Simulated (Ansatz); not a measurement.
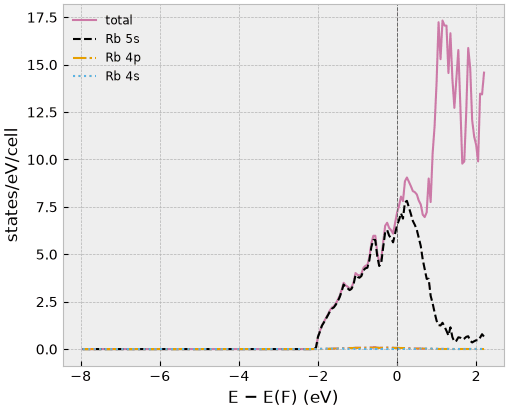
*Total and projected density of states of Rb (body-centred tetragonal, space group No. 139), the program Ansatz at the PBEsol level (PAW)*

**Question.** Which orbitals carry the states next to the Fermi level?

**Answer.** Within 0.5 eV of the Fermi level: Rb 5s 89 %, outside the projected shells 10 %. Projections are on Löwdin-orthogonalised atomic valence shells; empty p or d shells of many metals are not among them.

Space group I4/mmm (body-centred tetragonal). The workflow started from a Materials Project entry (that database holds measured and hypothetical structures alike); the Crystallography Open Database copy checked does not list it. It is not the phase usual at ambient conditions (space group No. 229). Symmetry was held in the PBEsol relaxation; its stability against distortions is not shown here. Scalar-relativistic: spin–orbit coupling is off unless named, which matters more the heavier the elements.

Potentials: the later of the program's two PAW sets.
